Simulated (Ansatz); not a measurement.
# Ligand exchange: GeH(CH3)Cl2 + Cl2 → GeHCl3 + CH3Cl

Species: GeH(CH3)Cl2, singlet; Cl2 (chlorine), singlet; GeHCl3 `[Cl][GeH]([Cl])[Cl]`, singlet; CH3Cl (chloromethane) `CCl`, singlet. The partners trade CH3 for Cl: Ge–CH3 and Cl–Cl bonds give way to Ge–Cl and Cl–CH3.

Shapes, held fixed at every level: PBE0-D4/def2-TZVP. Programs: Ansatz 0.2.0. The zero-point and thermal change to 298 K, harmonic and unscaled (PBE0-D4/def2-TZVP), is +2.7 kJ/mol.

| level | kind | ΔH(298 K) (kJ/mol) | less CCSD(T)/def2-TZVPP |
| --- | --- | --- | --- |
| HF/def2-SVP | Hartree–Fock | -198.0 | -29.7 |
| HF/def2-TZVPP | Hartree–Fock | -190.0 | -21.7 |
| SPW92/def2-TZVPP | LDA | -156.4 | +11.9 |
| PBE0-D4/def2-TZVPP | global hybrid | -166.4 | +1.9 |
| r2SCAN0-D4/def2-TZVPP | global hybrid | -174.5 | -6.2 |
| wB97M-V/def2-TZVPP | range-separated hybrid | -166.1 | +2.2 |
| CCSD/def2-TZVPP | coupled cluster or CI | -170.0 | -1.7 |
| CCSD(T)/def2-TZVPP | coupled cluster or CI | -168.3 | 0.0 |

The highest level, CCSD(T)/def2-TZVPP, gives ΔH(298 K) = -168.3 kJ/mol; the levels span -198.0 to -156.4. The column of differences is taken from that level and isn't an error. No measured value is set beside it here. Relativity is left out for Ge. Outer-core shells of Ge are correlated in most correlated rows, in sets that cover them unevenly.

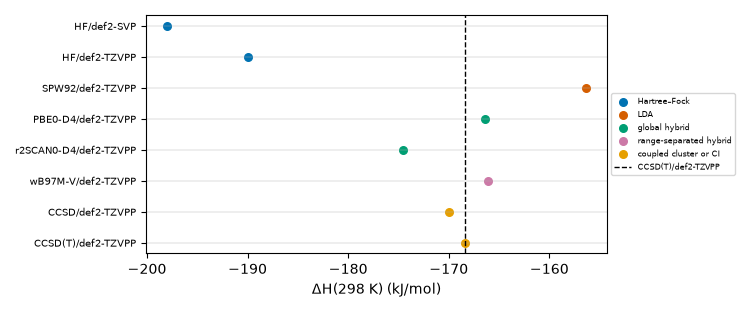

The values of the table, level by level.
